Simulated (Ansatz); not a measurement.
BCl2H···HF

```yaml
atoms:
  - { symbol: B, position_ang: [-0.2345, -0.1633, -0.6461] }
  - { symbol: H, position_ang: [0.3796, 0.8405, -0.8883] }
  - { symbol: Cl, position_ang: [0.5426, -1.7203, -0.9226] }
  - { symbol: Cl, position_ang: [-1.9796, -0.0580, -0.4276] }
  - { symbol: H, position_ang: [0.8899, 0.9469, 1.3547] }
  - { symbol: F, position_ang: [0.4020, 0.1543, 1.5298] }
```

Computed with RKS PBE/6-31G* (Ansatz).

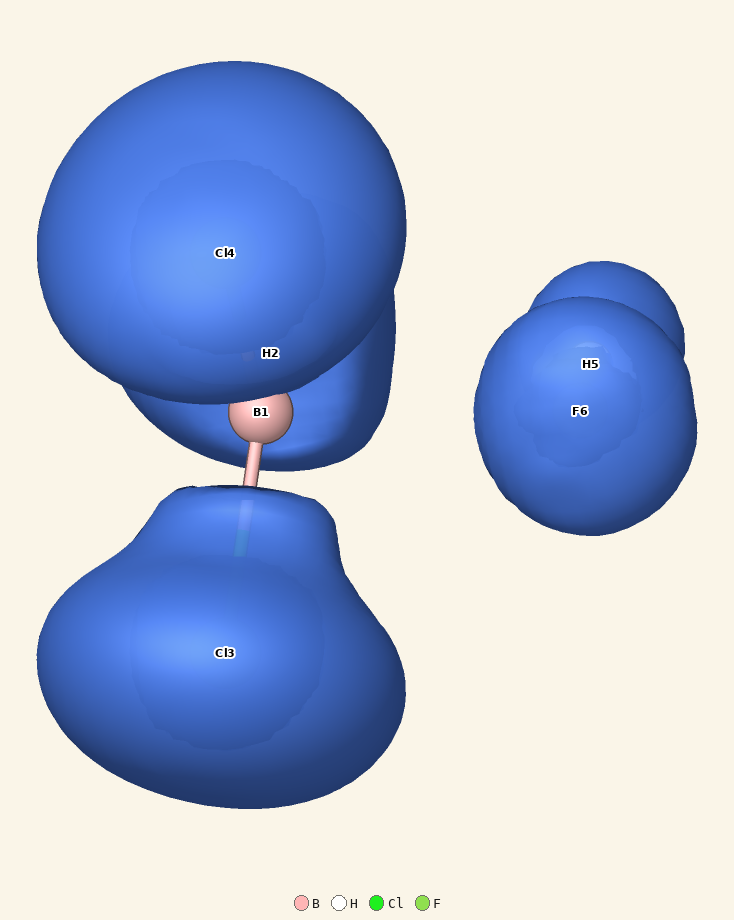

Figure 1. Isosurface of the electron localisation function at 0.75 (blue), seen at a tilt. Only the valence region is drawn (cores and ρ < 0.01 e/Å³ removed).

Q: Where are the electrons localised?

A: The surface consists of one region around a hydrogen nucleus, two regions on Cl in which the atom's valence shell and bonds are merged and one joined region spread over several atoms (F, H), in which their bonds and any lone pairs are merged. Along the contacts the grid gives the following. B1···F6 (2.29 Å): the ELF is about 0.15 at the midpoint. B–Cl (1.76 Å): the ELF peaks at about 0.90 between the atoms, as expected for a polar covalent bond.

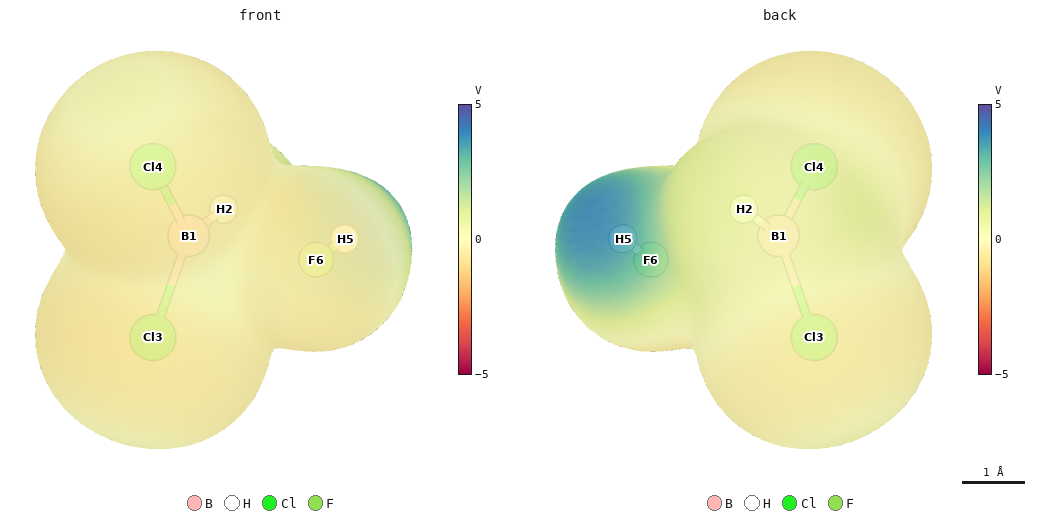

Figure 2. The molecular electrostatic potential painted on the density surface at 0.002 e/bohr³, seen from the front and from behind; the colour scale runs from red (negative) to blue (positive).

Q: Describe the electrostatic potential map.

A: The most negative region (about −0.6 V) lies over Cl3 and Cl4, the most positive (about +3.9 V) over H5. Cl3 shows a σ-hole: about +0.2 V at the tip opposite its bond, against about −0.4 V on its flanks. Cl4 shows a σ-hole: about +0.2 V at the tip opposite its bond, against about −0.4 V on its flanks.

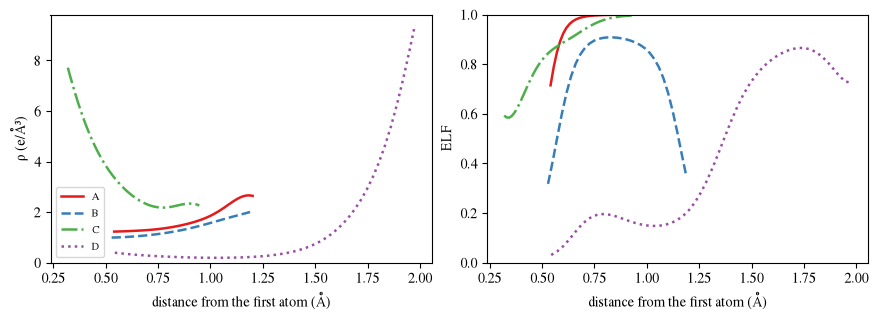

Figure 3. Total electron density and electron localisation function along straight lines between neighbouring atoms. The curves leave out the atomic cores.

Q: Which curve belongs to which contact (B–Cl, B–F, B–H and F–H)? The first atom named is at distance zero.

A: Curve A: B–H (1.20 Å): the density is about 1.2 e/Å³ at the midpoint; the ELF climbs to about 1 towards the hydrogen, as it does in any bond to H: a covalent bond by its length. Curve B: B–Cl (1.76 Å): the density is about 1.3 e/Å³ at the midpoint; the ELF peaks at about 0.90 between the atoms, as expected for a shared but strongly polarised pair. Curve C: F–H (0.95 Å): the density is about 4.2 e/Å³ at the midpoint; the ELF climbs to about 1 towards the hydrogen: a covalent bond by its length. Curve D: B1···F6 (2.29 Å): the density falls to about 0.19 e/Å³ on the way; the ELF is about 0.15 at the midpoint.
